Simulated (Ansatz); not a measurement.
# Phonons of Ta3BiC antiperovskite, part 2 of 3

The plan: relax Ta3BiC antiperovskite, check its phonons, and, if the lattice is stable, compute its Eliashberg function and ρ(T).

Ansatz 0.2.0; DFT PBE, scalar-relativistic, plane waves, PAW.

So far. Step 2 (Rough relaxation): The largest force is now zero by symmetry and the largest stress component 0.18 GPa. Step 3 (Relaxation): The largest force is now zero by symmetry and the largest stress component 0.0065 GPa, small enough for phonons. The relaxed cell has a = 4.396 Å (conventional setting).

The structure was built from a prototype and need not be the compound's stable phase.

**4. Phonons: q 2×2×2, k 4×4×4**

Couplings are defined for a stable lattice alone, so phonons come first.

input.yaml reads:

```yaml
crystal:
  lattice:
    - [4.3958763073, 0.0, 0.0]
    - [0.0, 4.3958763073, 0.0]
    - [0.0, 0.0, 4.3958763073]
  atoms:
    - { symbol: Bi, position: [0.0, 0.0, 0.0] }
    - { symbol: Ta, position: [0.5, 0.5, 0.0] }
    - { symbol: Ta, position: [0.5, 0.0, 0.5] }
    - { symbol: Ta, position: [0.0, 0.5, 0.5] }
    - { symbol: C, position: [0.5, 0.5, 0.5] }
kpoints:
  mp_grid: { grid: [4, 4, 4] }
hamiltonian:
  xc: pbe
scf:
  occupations: { method: methfessel_paxton, width: 0.2 }
output:
  eigenvalues: true
phonons:
  method: dfpt
  qmesh: [2, 2, 2]
  temperatures: { t_max: 1000, t_step: 50 }
  qpath:
    path:
      - [[0.0, 0.0, 0.0], [0.0, 0.5, 0.0], [0.5, 0.5, 0.0], [0.0, 0.0, 0.0], [0.5, 0.5, 0.5], [0.0, 0.5, 0.0]]
      - [[0.5, 0.5, 0.5], [0.5, 0.5, 0.0]]
    npoints: 10
```

Run with:

```
$ ansatz run input.yaml --threads 4 --pin off --max-ram 16384MiB --backend cpu --events-out ev --progress --plain --runs-dir out
```

Numbers of over 12 decimals in the logs are rounded to 6 here.

The log of the run:

```text
[...]
Crystal: 5 atoms, lattice volume = 84.945 Å³
Basis set: ecut = 420 eV, 1647 PW (Γ), exchange–correlation on 60×60×60 points (8 copies of the dense FFT grid, shifted against one another)
Bands: 35, of which v1, the nominal top of the filled ones, is band 29 counted from 1 (28 counted from 0)
Symmetry: 48 space group operations
k-points: 10 of 64
[...]
SCF iter   1: F=—  HF=-42442.965470 eV  |F-HF|=—  |Δ(HF+E_count)|=         —  Δρ=4.11e-3  dr2=1.09e-2  ethr=1.77e-3  ⟨swp⟩=5.2  Hψ=1385  notcnv=0
[...]
SCF iter   8: F=-42442.963077 eV  HF=-42442.963077 eV  |F-HF|=7.28e-12  |Δ(HF+E_count)|=  2.76e-10  S|Δr|=    0.00e0  Δρ=1.04e-7  dr2=9.26e-12  ethr=1.00e-12  ⟨swp⟩=6.8  Hψ=1999  notcnv=0
SCF 1 converged in 8 iterations: F = -42442.963077 eV  dr2 = 9.26e-12
[...]
SCF iter   1: F=—  HF=-42442.963080 eV  |F-HF|=—  |Δ(HF+E_count)|=         —  Δρ=1.67e-7  dr2=4.61e-11  ethr=6.44e-9  ⟨swp⟩=4.6  Hψ=2609  notcnv=0
eigensolver tolerance schedule: the retry pair's looser diagonalisation over-reported the residual by 80882.89 of it (diagonalisation noise at 0.20 of the residual, at the tolerance the schedule requests for it); recorded, not acted on — ethr = c·dr2/N_el stays at c = 1.0e-1
[...]
SCF iter   2: F=-42442.963077 eV  HF=-42442.963077 eV  |F-HF|=1.46e-11  |Δ(HF+E_count)|=   2.28e-6  S|Δr|=    0.00e0  Δρ=7.13e-8  dr2=2.69e-12  ethr=1.00e-12  ⟨swp⟩=4.5  Hψ=1678  notcnv=0
SCF 2 converged in 2 iterations: F = -42442.963077 eV  dr2 = 2.69e-12
[...]
phonons: the bands overlap, so this run is a metal and interpolates without the dipole-dipole term. If the crystal is really an insulator or semiconductor, its LO-TO splitting is missing
NSCF: frozen V_eff on 10 k-points
[...]
DFPT response loops at q = (0, 0, 0) (fractional): preconditioner auto → Kerker (q_TF=auto, 2.560 Å⁻¹) (partly filled bands, converged f_vac=0.000); β = 1.00, the filter's whole step (`scf.mixing.beta` (0.50) is not read by the response loops under this deck's `scf.mixing.preconditioner`; to damp them name `kerker` or `kerker_dos`, under which they read `scf.mixing.beta`, and type it under 1.00, their step now; both keys bind the ground state too); Broyden in place of MSR1
[...]
SCF converged after 8 iterations
Stability not checked: this state was not tested for a lower state beside it, because cold or Methfessel-Paxton smearing, or corrected tetrahedra, fill the levels in a way that the test cannot read (fill_not_monotonic; see scf.lower_state_search)
Free energy (F): -42442.963077 eV
[...]
Internal energy: -42442.978324 eV  (E = F + TS)
E sigma→0 (E₀):  -42442.966889 eV
Entropy (-TS):   0.015246 eV (3.049 meV/atom)
Fermi energy:    17.837198 eV
Step filling:    the computed levels leave a gap of 0.0112 eV = 0.1 smearing widths at the electron count; against every level under it full and every level over it empty, smearing changes F+E_penalty+E_count by +4.178 meV and its σ→0 estimate by +0.367 meV
[...]
--- Band table (eV; the first three rows and the last of 10) ---
  k-point 0: bands = [... 25 lower, 15.1603, 15.1603, 17.5676, 17.5676, 17.5676, 17.8595, 19.1931, 19.1931, ... 2 higher]
  k-point 1: bands = [... 25 lower, 15.3499, 15.3711, 16.3564, 18.2304, 18.2304, 18.6754, 19.3361, 20.2962, ... 2 higher]
  k-point 2: bands = [... 25 lower, 15.5916, 16.4965, 17.5335, 18.1468, 18.2624, 18.8656, 18.8656, 18.9558, ... 2 higher]
  k-point 9: bands = [... 25 lower, 16.9994, 16.9994, 16.9994, 17.6018, 17.6018, 17.6018, 19.1546, 19.9577, ... 2 higher]
--- Phonons (Γ-DFPT): 4 representative perturbations + reference (Σ response iterations 12) ---
  ASR residual: 5.154e-5 → 0.000e0 eV/Å²; symmetrization residual: 2.534e-6 eV/Å²
  ASR residual per site (eV/Å²): 2.61e-5 5.15e-5 5.15e-5 5.15e-5 1.26e-5
  Γ frequencies (cm⁻¹): 0.00 0.00 0.00 94.72 94.72 94.72 96.15 96.15 96.15 127.33 127.33 127.33 591.07 591.07 591.07
--- Phonons (arbitrary-q DFPT): 4 irreducible q on the 2×2×2 mesh ---
  q = [0.0000, 0.0000, 0.0000] (star 1, of the zone-centre solve; hermiticity 2.72e-7, symmetrization 3.67e-13): -0.00 -0.00 0.00 94.72 94.72 94.72 96.15 96.15 96.15 127.33 127.33 127.33 591.07 591.07 591.07
  q = [0.0000, 0.0000, -0.5000] (star 3, 9 solved perturbations in 216 linear systems a pass and spin channel, the states on 27 of 64 k-point pairs; hermiticity 3.78e-7, symmetrization 7.79e-13): -69.43 -69.43 -34.64 -34.64 33.38 56.20 96.07 101.87 101.87 103.92 103.92 122.93 502.67 564.62 564.62
[...]
sum rule: each row above includes the acoustic sum rule's correction from the zone centre's row sums; it moved no ω² by more than (0.53 cm⁻¹)²
  mesh force constants: q→R imaginary residual 5.47e-18; ASR residual 5.154e-5 → 0.000e0 eV/Å²; symmetrization residual 1.243e-14 eV/Å²
  interpolated dispersion: 62 rows × 15 modes
  density of states and harmonic sums: on the 14×14×14 q-mesh, interpolated from the force constants of a 2×2×2 supercell (no non-analytic term)
  largest difference from the sums on the solved wave vectors: F 1.86e-1 eV, S 2.35e-4 and C_V 6.20e-5 eV/K
  zero-point energy: 0.147218 eV/cell   skipped modes (ω ≤ 0): 298, of them read as no rigid motion or as one in doubt: 295 (2.428e0 modes/cell left out, lowest -88.01 cm⁻¹)   left out of the sums: 1.62e-1 of the cell's modes: C_V's classical limit lies that fraction below 3 k_B per atom; for a crystal, a wire or a layer, F and S can be off by more, and a phonons.interpolated_qmesh denser along its periods is the remedy for the sampling
```

Run time: 49 s. Hardware: 4 threads of Arm Neoverse V2, shared host; peak memory 0.65 GiB.

Numbers from this step:

```yaml
share_of_imaginary_modes_in_the_plain_interpolation_between_solved_wavevectors: 0.1642
highest_frequency_solved_or_plainly_interpolated: 591.1 cm⁻¹
```

Solved on the 2×2×2 mesh alone; all other wavevectors are interpolated. The phonon branches at the labelled points (cm⁻¹):

```csv
point,branch 1,branch 2,branch 3,branch 4,branch 12,branch 13,branch 14,branch 15
Γ,0,0,0,95,127,591,591,591
X,-69,-69,-35,-35,123,503,565,565
M,-59,-40,66,66,135,465,465,525
Γ,0,0,0,95,127,591,591,591
R,-88,-88,-88,69,162,413,413,413
X,-69,-69,-35,-35,123,503,565,565
jump to R,-88,-88,-88,69,162,413,413,413
M,-59,-40,66,66,135,465,465,525
```

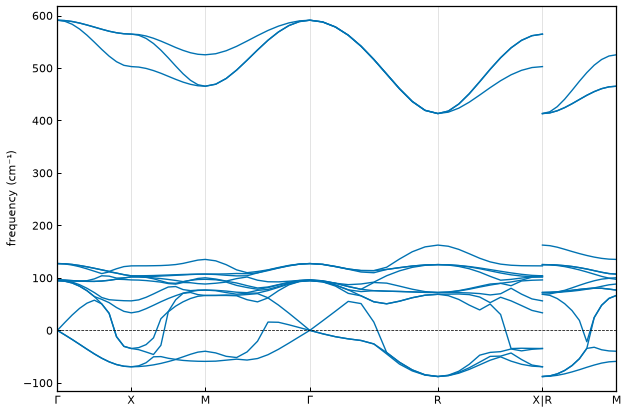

Phonon branches along the path.

Lowest modes at the softest wavevector of the mesh. Modes at q = (0.500, 0.500, 0.500), with each element's share of the kinetic energy (negative means imaginary):

```csv
mode,frequency (cm⁻¹),Bi %,Ta %,C %
1,-88.0,0,100,0
2,-88.0,0,100,0
3,-88.0,0,100,0
4,68.7,0,100,0
5,68.7,0,100,0
6,72.1,68,32,0
```

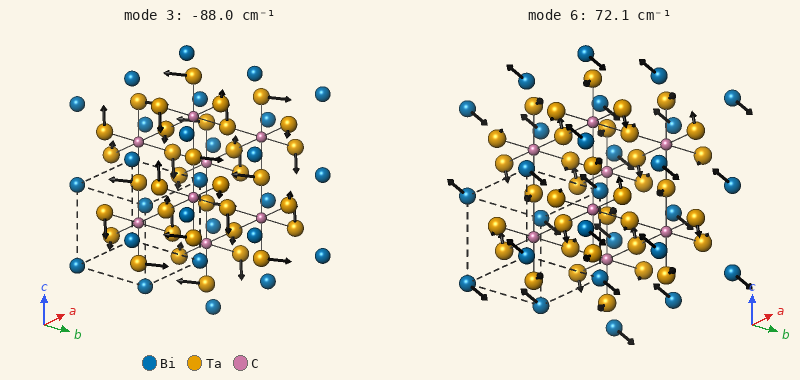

Displacement patterns of modes 3 and 6 at q = (0.500, 0.500, 0.500); arrows are exaggerated. 2×2×2 cells are drawn. Some periodic images of atoms are drawn too.

Among the solved wavevectors the lowest mode, translations apart, is -88 cm⁻¹, imaginary.

**5. Phonons by linear response: q 2×2×2, k 6×6×6**

An imaginary mode on so few k-points may come from the sampling, so the phonons are repeated with another k mesh.

Changes to input.yaml since step 4:

```diff
@@ -12,3 +12,3 @@
 kpoints:
-  mp_grid: { grid: [4, 4, 4] }
+  mp_grid: { grid: [6, 6, 6] }
 hamiltonian:
```

The mesh is denser.

The log of the run:

```text
[...]
Crystal: 5 atoms, lattice volume = 84.945 Å³
Basis set: ecut = 420 eV, 1647 PW (Γ), exchange–correlation on 60×60×60 points (8 copies of the dense FFT grid, shifted against one another)
Bands: 35, of which v1, the nominal top of the filled ones, is band 29 counted from 1 (28 counted from 0)
Symmetry: 48 space group operations
k-points: 20 of 216
[...]
SCF iter   1: F=—  HF=-42443.003831 eV  |F-HF|=—  |Δ(HF+E_count)|=         —  Δρ=3.72e-3  dr2=8.46e-3  ethr=1.77e-3  ⟨swp⟩=5.2  Hψ=2775  notcnv=0
[...]
SCF iter   8: F=-42443.001940 eV  HF=-42443.001940 eV  |F-HF|=2.18e-11  |Δ(HF+E_count)|=  1.16e-10  S|Δr|=    0.00e0  Δρ=8.99e-8  dr2=5.80e-12  ethr=1.00e-12  ⟨swp⟩=6.3  Hψ=3841  notcnv=0
SCF 1 converged in 8 iterations: F = -42443.001940 eV  dr2 = 5.80e-12
[...]
SCF iter   2: F=-42443.001940 eV  HF=-42443.001940 eV  |F-HF|=1.46e-11  |Δ(HF+E_count)|=   8.78e-7  S|Δr|=    0.00e0  Δρ=9.43e-8  dr2=8.35e-12  ethr=1.00e-12  ⟨swp⟩=5.2  Hψ=3412  notcnv=0
SCF 2 converged in 2 iterations: F = -42443.001940 eV  dr2 = 8.35e-12
[...]
WARN: eigensolver did not converge in 4 slots of this pass, the one above among them; of largest residual over every band (k=12): 1 band(s) unlocked (lowest unlocked band 34, counted from 0; max residual 1.36e-3 eV among the unlocked bands, 1.36e-3 eV over every band); of lowest unlocked band (k=11): band 34
[...]
SCF converged after 8 iterations
[...]
Free energy (F): -42443.001940 eV
[...]
Internal energy: -42442.984091 eV  (E = F + TS)
E sigma→0 (E₀):  -42442.997478 eV
Entropy (-TS):   -0.017849 eV (-3.570 meV/atom)
Fermi energy:    17.874005 eV
[...]
--- Band table (eV; the first three rows and the last of 20) ---
  k-point 0: bands = [... 25 lower, 15.1671, 15.1671, 17.5807, 17.5807, 17.5807, 17.8576, 19.1988, 19.1988, ... 2 higher]
  k-point 1: bands = [... 25 lower, 15.2573, 15.2924, 16.2014, 17.9268, 17.9268, 18.9382, 19.1611, 19.7335, ... 2 higher]
  k-point 2: bands = [... 25 lower, 15.4695, 15.8190, 16.7502, 18.4195, 18.5508, 18.5508, 19.0727, 19.9300, ... 2 higher]
  k-point 19: bands = [... 25 lower, 17.0074, 17.0074, 17.0074, 17.6078, 17.6078, 17.6078, 19.1578, 19.9631, ... 2 higher]
[...]
ASR residual: 5.036e-5 → 0.000e0 eV/Å²; symmetrization residual: 2.223e-6 eV/Å²
  ASR residual per site (eV/Å²): 3.11e-5 5.04e-5 5.04e-5 5.04e-5 3.95e-5
[...]
--- Phonons (arbitrary-q DFPT): 4 irreducible q on the 2×2×2 mesh ---
[...]
interpolated dispersion: 62 rows × 15 modes
[...]
```

Run time: 98 s. Hardware: 4 threads; peak memory 0.89 GiB; 6.3 min of CPU time.

Numbers from this step:

```
share of imaginary modes in the plain interpolation between solved wavevectors : 0.2165
highest frequency, solved or plainly interpolated                              : 589.9 cm⁻¹
```

Solved on the 2×2×2 mesh alone; all other wavevectors are interpolated. The phonon branches at the labelled points (cm⁻¹):

```csv
point,branch 1,branch 2,branch 3,branch 4,branch 12,branch 13,branch 14,branch 15
Γ,0,0,0,90,123,590,590,590
X,-101,-80,-60,-60,115,387,554,554
M,-74,-68,39,57,134,464,464,521
Γ,0,0,0,90,123,590,590,590
R,-80,-80,-80,68,148,402,402,402
X,-101,-80,-60,-60,115,387,554,554
jump to R,-80,-80,-80,68,148,402,402,402
M,-74,-68,39,57,134,464,464,521
```

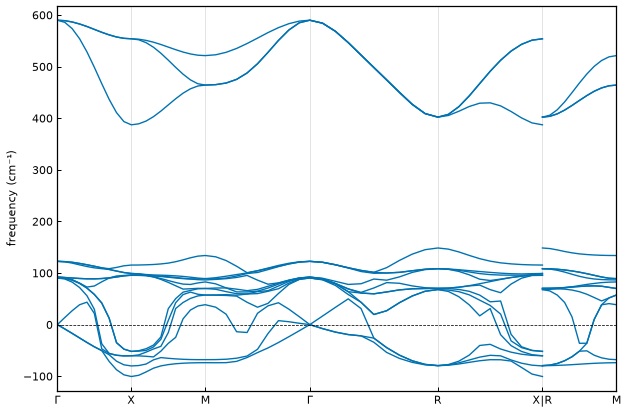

Phonon branches along the path.

Lowest modes at the softest wavevector of the mesh. Modes at q = (0.000, 0.500, 0.000), with each element's share of the kinetic energy (negative means imaginary):

```csv
mode,frequency (cm⁻¹),Bi %,Ta %,C %
1,-100.6,0,92,8
2,-80.1,0,100,0
3,-60.4,0,94,6
4,-60.4,0,94,6
5,-51.9,10,90,0
6,-51.9,10,90,0
```

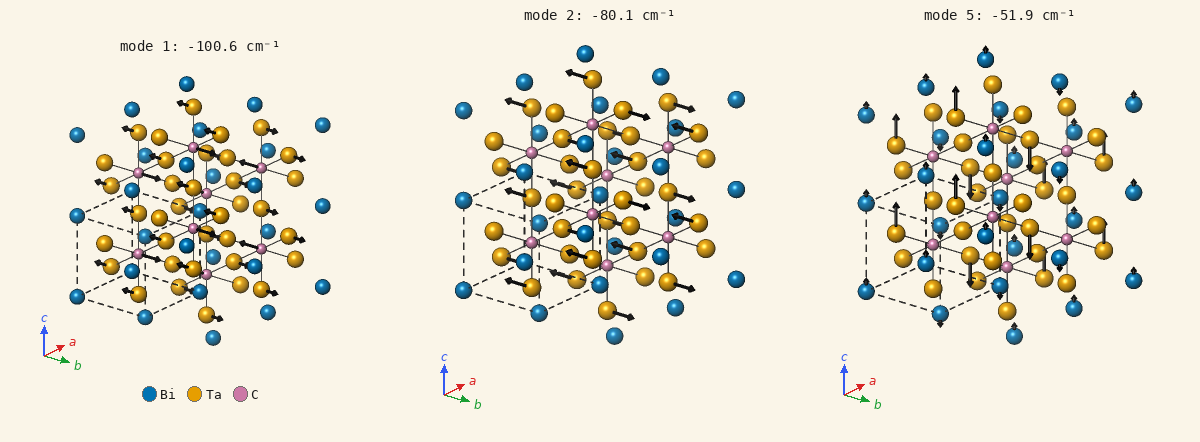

Displacement patterns of modes 1, 2 and 5 at q = (0.000, 0.500, 0.000); arrows are exaggerated. 2×2×2 cells are drawn. Some periodic images of atoms are drawn too.

The modes has structure finer than the step of the table below, so its rows give means over 50 cm⁻¹, whole bins alone (the curve runs from -109 to 618 cm⁻¹). Peaks (cm⁻¹: height): Bi 96.9: 0.0972; C 476.0: 0.0203, 512.5: 0.0258, 544.5: 0.0238; Ta -58.4: 0.0586, 78.6: 0.0732.

Phonopy on the run's constants, 13x13x13 mesh, Gaussian sigma 5.2 cm⁻¹. Table of modes by wavenumber; means over each step; values in 1/cm⁻¹/cell:

```csv
wavenumber (cm⁻¹),Bi,C,Ta
-50,0.00165,0.00120,0.0484
0,0.00142,3.1e-4,0.0159
50,0.00853,7.2e-4,0.0510
100,0.0482,6.5e-4,0.0515
150,1.8e-4,5.5e-5,0.00446
200,0,0,0
250,0,0,0
300,0,0,0
350,0,0,0
400,3.4e-6,0.00370,1.4e-4
450,2.6e-5,0.0180,5.6e-4
500,1.0e-5,0.0172,0.00102
550,0,0.0168,0.00119
```

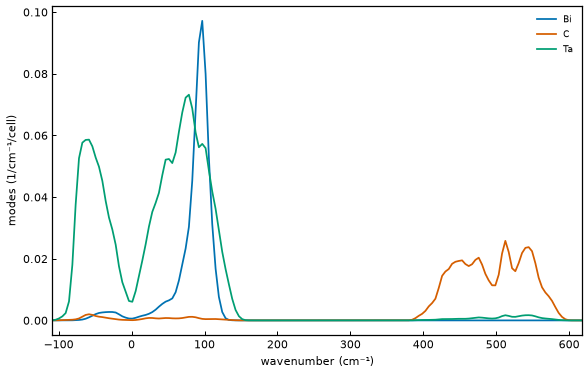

Modes, plotted against wavenumber.

No LO-TO term; unit eigenvectors of the mass-weighted matrix. The modes at Γ (shares of kinetic energy by element, %):

```csv
mode,frequency (cm⁻¹),symmetry,Bi %,Ta %,C %
1,0.0,T1u,27,71,2
2,0.0,T1u,27,71,2
3,0.0,T1u,27,71,2
4,90.4,unnamed,0,100,0
5,90.4,unnamed,0,100,0
6,90.4,unnamed,0,100,0
7,92.1,unnamed,23,73,4
8,92.1,unnamed,23,73,4
9,92.1,unnamed,23,73,4
10,122.6,T1u,50,50,0
11,122.6,T1u,50,50,0
12,122.6,T1u,50,50,0
13,589.9,T1u,0,6,94
14,589.9,T1u,0,6,94
15,589.9,T1u,0,6,94
```

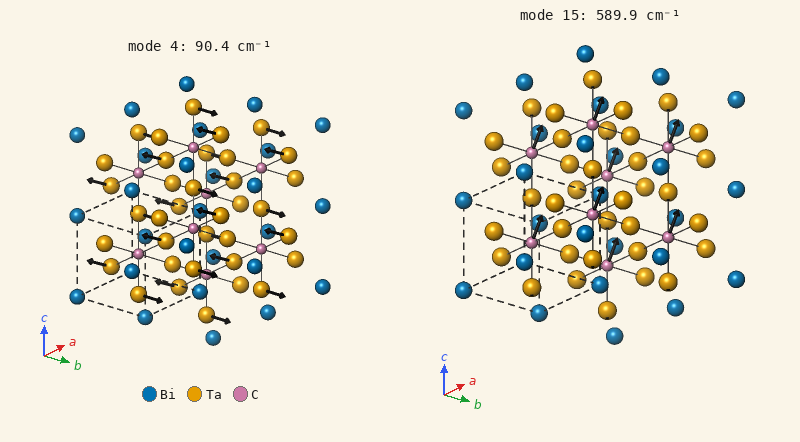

Displacement patterns of modes 4 and 15 at Γ; arrows are exaggerated. 2×2×2 cells are drawn. Some periodic images of atoms are drawn too.

Among the solved wavevectors the lowest mode, translations apart, is -101 cm⁻¹, imaginary.

(Continued in part 3 of 3.)

[Logs are printed without paths, hosts, clocks, repeated set-up lines and the standing remarks that a program may print on its own settings, such as how far it seeks lower states.]

[Hosts, paths, dates, database ids (printed as entryN), source tags and the programs' standing remarks are cut or masked in the printed files.]
